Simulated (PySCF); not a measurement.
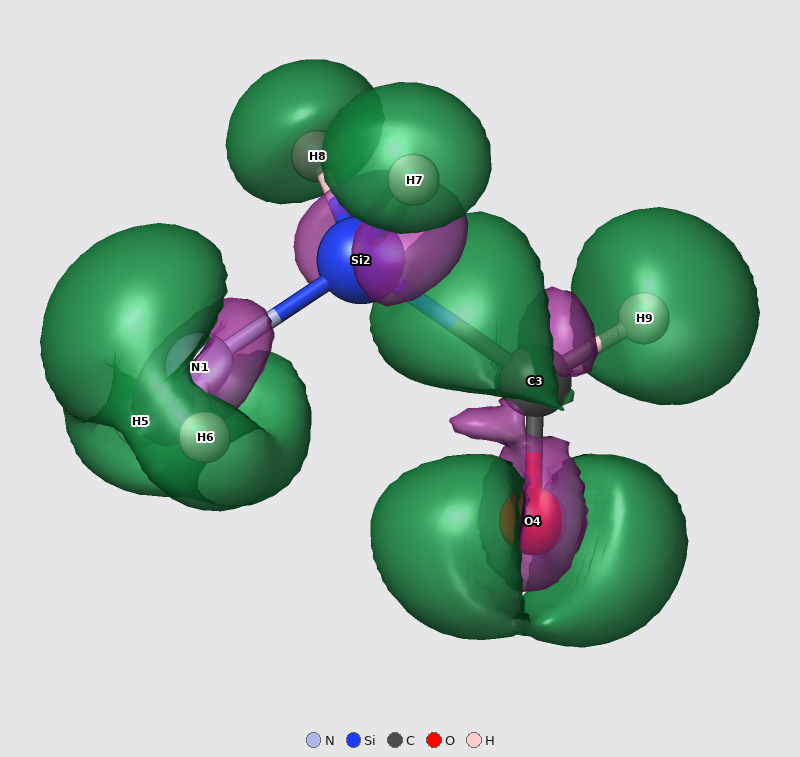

*CH$_{5}$NOSi, SMILES `N[SiH2]C=O`. Fukui function f⁻ = ρ(N) − ρ(N−1) at fixed geometry, surfaces at ±0.015 e/Å³ (green positive, purple negative).*

Computed with PySCF, r2SCAN/aug-cc-pVDZ, geometry: GFN2-xTB. No frequency check shows the geometry to be a minimum.

**Which atoms respond most to the removal of an electron?**

f⁻ (Hirshfeld-condensed) is largest on O4 (0.23), N1 (0.14) and C3 (0.14); the vertical ionisation energy is 8.66 eV (the stability of the cation's solution wasn't checked). Condensed values hint at sites of electrophilic attack but needn't mark the atom that reacts. Orbital relaxation makes it negative in places (0.16 e in all).
